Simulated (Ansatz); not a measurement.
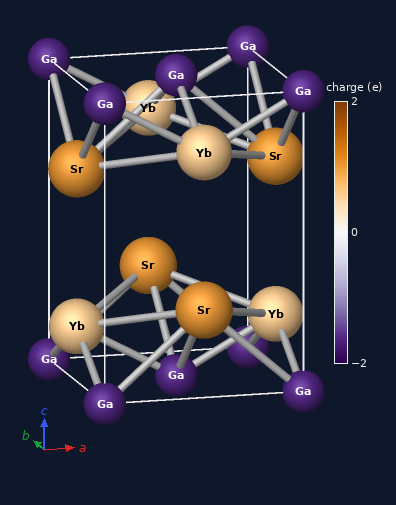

An orthographic ball-and-stick view of the structure, slightly off an axis. The wireframe shows the simulation cell. The atoms of this SrYbGa cell are coloured by their Bader charge.

Level of theory: DFT PBE, scalar-relativistic, plane waves, PAW (Ansatz). Settings were plane waves up to 420 eV, k-grid 8×8×6, Gaussian smearing of 0.1 eV, no spin polarisation (a spin-restricted run, not always the ground state).

### What do the colours say about charge transfer?

Most positive: Sr; most negative: Ga. Charges: about Sr +1.0 e; Yb +0.6 e; Ga -1.6 e.

It goes back to a structure type filled with these elements by a generator (whether the compound takes this form wasn't checked). Earlier steps of the study may have refined or changed the cell and positions. Ansatz was used for an electronic-structure calculation on it.
